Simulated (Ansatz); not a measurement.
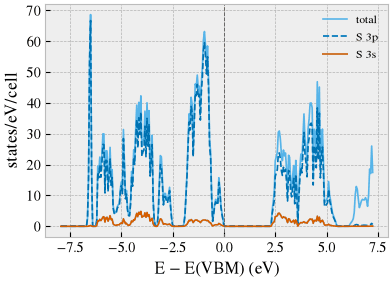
Figure: Total and projected density of states of S (α-S8, space group No. 70), r²SCAN+D4 (plane waves, PAW; program Ansatz)

Q: Which orbitals carry the states next to the gap?

A: Top 1 eV of the valence band: S 3p 93 %. Bottom 1 eV of the conduction band: S 3p 77 %, S 3s 13 %, outside the projected shells 10 %. Projections are on Löwdin-orthogonalised atomic valence shells; empty p or d shells of many metals are not among them.

Q: Where is the tallest occupied peak in this window, and what makes it?

A: Near -6.5 eV, about 69 states/eV per cell; the largest projected share is S 3p.

Space group Fddd (α-S8). The cell was relaxed with r²SCAN+D4 under the symmetry of its start.

Potentials: the later of the program's two PAW sets.
